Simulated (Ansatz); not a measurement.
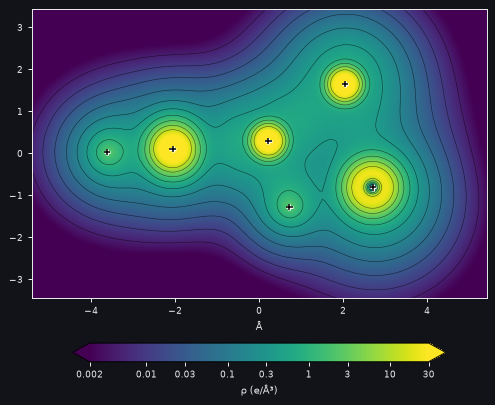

The electron density on a plane through atoms (crosses mark nuclei in the plane).

All numbers below come from Ansatz, isolated molecule in a Gaussian basis; Kohn-Sham density functional theory, functional PBE0.

Candidates:
A. FH₆PSi₂
B. AlBH₃NSi
C. CuH₂Si₂Sn (charge −1)

> Which system is this?

Candidate C: CuH₂Si₂Sn on the molecular plane, which holds Cu, Si, Sn and H. Si–Si (2.27 Å): ρ at the midpoint is about 0.6 e/Å³. Cu–Si (2.29 Å): the density is about 0.49 e/Å³ at the midpoint.
